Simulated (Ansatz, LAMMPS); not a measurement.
# Charge trapping in a frame of Ca2+ TFSI- in gamma-butyrolactone and dimethyl carbonate from 330 K (146 atoms): runs compared

Aim: add and remove one electron in a frame of Ca2+ TFSI- in gamma-butyrolactone and dimethyl carbonate from 330 K (146 atoms), with atoms held and relaxed, and read trapping energy and localisation.

Computed with Ansatz 0.2.0: Kohn-Sham DFT, PBE+D3(BJ), PAW (set soft_2), plane waves.

**1. The cell as built**

The cell holds 146 atoms: 4 N, 8 S, 34 O, 32 C, 24 F, 42 H and 2 Ca. Its edges and angles: a = 12.462 Å, b = 12.462 Å, c = 12.462 Å, α = 90.0°, β = 90.0°, γ = 90.0°. 3 gamma-butyrolactone, 4 dimethyl carbonate, 2 Ca2+, 4 TFSI- placed at random, at 1.56 g/cm³; overlaps pushed apart, then 10 ps at 550 K with divalent ions of Li, Roberts, Chakravorty and Merz (J. Chem. Theory Comput. 9, 2733 (2013)); MMFF94 bonds, angles, torsions, charges and radii (Halgren, J. Comput. Chem. 17, 490 (1996)) in harmonic and 12-6 forms; charges of ions scaled by 0.8. Snapshot after 30 ps at 330 K and fixed volume.

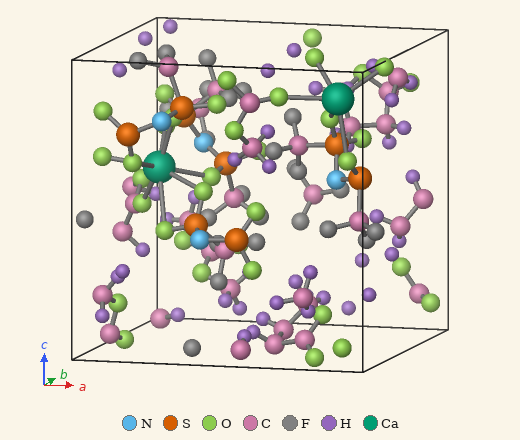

The cell as built. Bonds to atoms that aren't drawn are left out. Some periodic images of atoms are drawn too.

What the set-up can't give: The network of contacts between molecules at the start is that of the classical potential that made the cell, and needn't be the one that DFT or experiment would give. Sampling is at Γ alone, for a cell whose shortest periodic width is 12 Å. The liquid is relaxed first, so the results are those of a frozen frame at zero temperature.

**2. The reference run**

The reference is a single point at the end of the relaxation.

The charged cells start from the geometry of this run, on a uniform background, with spin and a narrow Fermi–Dirac smearing.

Its input, with most atom lines left out:

```yaml
crystal:
  lattice:
    - [12.46183, 0.0, 0.0]
    - [0.0, 12.46183, 0.0]
    - [0.0, 0.0, 12.46183]
  atoms:
    - { symbol: "N", position: [0.24324, 0.68888, 0.67923] }
    - { symbol: S, position: [0.34633, 0.63569, 0.62424] }
    - { symbol: O, position: [0.44681, 0.67203, 0.66893] }
    - { symbol: O, position: [0.33507, 0.52096, 0.60043] }
    - { symbol: C, position: [0.33617, 0.70548, 0.49129] }
    - { symbol: F, position: [0.33994, 0.81184, 0.50426] }
    - { symbol: F, position: [0.4199, 0.67444, 0.43031] }
    [... atom lines 8 to 146 left out ...]
kpoints:
  mp_grid: { grid: [1, 1, 1] }
hamiltonian:
  xc: pbe
  dispersion: d3bj
scf:
  occupations: { method: fixed }
output:
  forces: true
  stress: true
  populations: intrinsic
  dos:
    method: { smearing: { sigma: 0.08 } }
    de: 0.1
    projected: { site_lists: { C: [C], Ca: [Ca], F: [F], H: [H], "N": ["N"] } }
  eigenvalues: true
  write_density: true
  write_potential: true
  volumetric_format: npy
```

- free energy per atom: -409.3126 eV/atom
- r.m.s. force component: 0.00731 eV/Å
- pressure: 0.008359 GPa

Filled and empty levels are parted by 4.89 eV (at Γ alone); a semilocal functional tends to put such gaps too low. In a disordered cell it changes from sample to sample and from frame to frame.

**3. The runs**

Each row is one run, on 4 threads of Arm Neoverse V2, shared host. The free energy is the program's total, comparable only between runs with the same functional, potentials and atoms; between charge states it hangs on the program's zero of potential.

| run | atoms | outcome | ionic steps, all passes | free energy (eV) | time | host memory (GiB) |
| --- | --- | --- | --- | --- | --- | --- |
| Single point at the start | 146 | converged | - | -59749.804 | 18 s | 2.5 |
| Relaxation | 146 | converged | 28 | -59759.637 | 6.4 min | 2.5 |
| Single point at the relaxed geometry | 146 | converged | - | -59759.637 | 35 s | 2.8 |
| An extra electron, atoms held | 146 | converged | - | -59755.011 | 2.3 min | 4.7 |
| An extra electron, atoms relaxed | 146 | converged | 13 | -59755.205 | 11 min | 4.7 |
| An extra electron, levels at the relaxed geometry | 146 | converged | - | -59755.205 | 2.1 min | 4.7 |
| Neutral at the geometry of the electron | 146 | converged | - | -59759.408 | 33 s | 2.8 |
| An extra hole, atoms held | 146 | converged | - | -59758.863 | 3.9 min | 4.8 |
| An extra hole, atoms relaxed | 146 | cut at the time limit | 10 | -59759.024 | 15 min | 4.6 |

In some runs the program notes that the exchange-correlation potential is rough where the density is thin.

A closer look about C62, which holds the most spin of the extra electron after relaxation: 8 atoms, nearest first, numbered in the order of the input, with positions taken from that point.

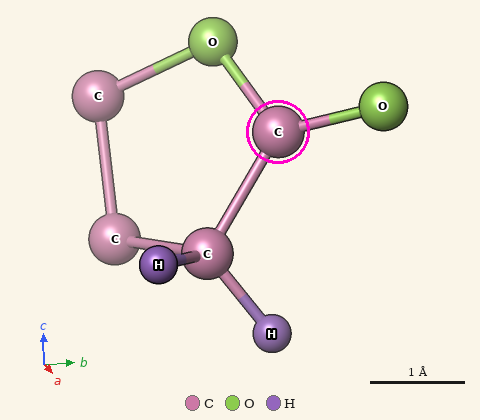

The atoms of the table, within 2.4 Å (arrows a, b, c point along x, y, z); some may hide others; the central atom is ringed.

```csv
atom,x,y,z,distance (Å),intrinsic-atomic-orbital charge (e)
C62,0.00,0.00,0.00,0.00,0.40
O61,0.62,1.03,0.35,1.25,-0.62
O66,-1.00,-0.50,0.80,1.38,-0.36
C63,0.15,-0.82,-1.25,1.50,-0.40
H68,1.01,-1.51,-1.14,2.15,0.20
H67,0.37,-0.18,-2.11,2.15,0.19
C65,-1.62,-1.64,0.13,2.31,-0.14
C64,-1.18,-1.58,-1.33,2.38,-0.35
```

**4. Energies and spread of the extra charge**

Energies are differences within one cell and functional; the shift is the gain plus the neutral cell's energy at the new geometry, that is how much cheaper the vertical process becomes there. The spread is the participation number of the site moments (1/Σw², over the spin inside atomic spheres), with the atom that holds the largest share and the spin that the spheres hold in all.

```csv
carrier,"charged less neutral, atoms held (eV)",gain on relaxing (eV),"neutral cell at that geometry, less the reference (eV)",shift of the vertical energy (eV),"spread, atoms held","spread, relaxed"
electron,4.626,0.195,0.229,0.424,13; C74 15 % of 0.32 μB,10; C62 19 % of 0.41 μB
hole *,0.775,0.162,-,-,22; N46 10 % of 0.64 μB,-
```

* The relaxation stopped at its limit.

**5. Findings**

The extra electron gains 0.19 eV as the atoms relax, and its spin goes from about 13 to 10 atoms. The electron is shared among 2 partly filled levels, as near-degenerate levels under the smearing give, and as self-interaction favours. With the atoms held, the spheres hold only 0.32 of the 0.89 μB, so the spread is read from a small part of the spin. The extra hole gains 0.16 eV as the atoms relax. Adding the two vertical energies gives 5.40 eV, against a gap of 4.89 eV in the neutral cell. The zero of the potential cancels in this sum; the excess isn't taken apart here: charging of a small cell, filling of bands on a coarse mesh and the attraction to the background can all enter.

Caveats: Single energies of charged cells hang on the program's zero of potential. In the spin-polarised runs the search for a state of lower energy was switched off. No distortion was seeded, so a trapped state behind a barrier can't be found. Local and semilocal functionals favour spread-out charges, so trapping can be missed. The density was typed from a rule of thumb and may lie off the real one at this temperature. Charged cells carry a uniform background, with no correction for images.

The DFT runs together took 42 min of wall time.

[Logs are printed without paths, hosts, clocks, repeated set-up lines and the standing remarks that a program may print on its own settings, such as how far it seeks lower states.]

[Hosts, paths, dates, database ids (printed as entryN), source tags and the programs' standing remarks are cut or masked in the printed files.]

[The MMFF94 radii named for the starting cell were scaled by 0.96; in molecules described by MMFF94, hydrogen bound to N, O or S took a small fixed 12-6 site in their place.]
